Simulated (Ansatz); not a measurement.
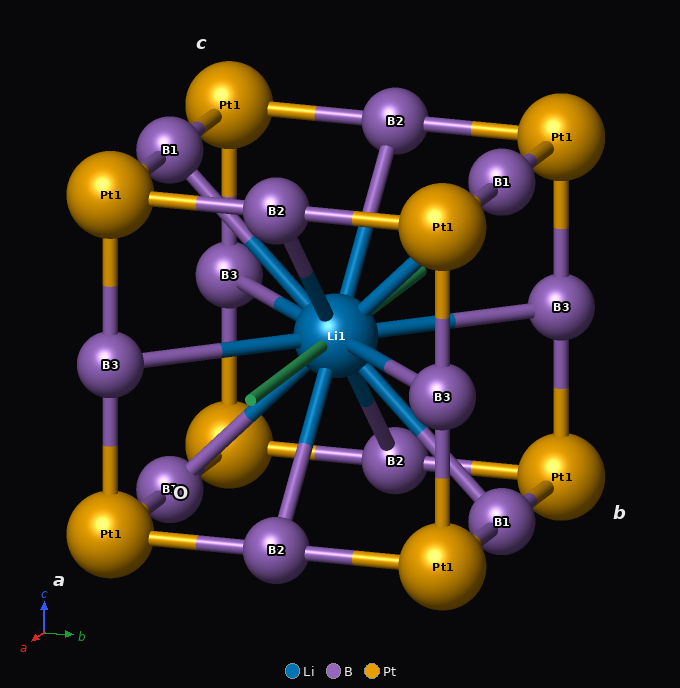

For LiB3Pt, coordinates from a relaxation with Ansatz, DFT PBE, scalar-relativistic, plane waves, PAW; the starting structure was generated, so it need not be a known form of this composition: the coloured rod is the axis of a symmetry operation of the crystal. The drawing is computed from the coordinates (standard cell, symmetry found to 0.002 Å).

a = 4.141 Å, b = 4.141 Å, c = 4.141 Å, α = 90.00°, β = 90.00°, γ = 90.00°.

```csv
atom,x,y,z
Li1,0.5000,0.5000,0.5000
B1,0.5000,0.0000,0.0000
B2,0.0000,0.5000,0.0000
B3,0.0000,0.0000,0.5000
Pt1,0.0000,0.0000,0.0000
```

Take the operation x, y, z → x, −z+1, y.

What kind of operation is it, and where does it lie?

It is a 4-fold rotation, about the line along [1 0 0] through (1/2, 1/2, 1/2).

Onto which atom does it carry each atom (up to whole multiples of a, b and c)?

Li1 → Li1, B1 → B1, B2 → B3, B3 → B2, Pt1 → Pt1.
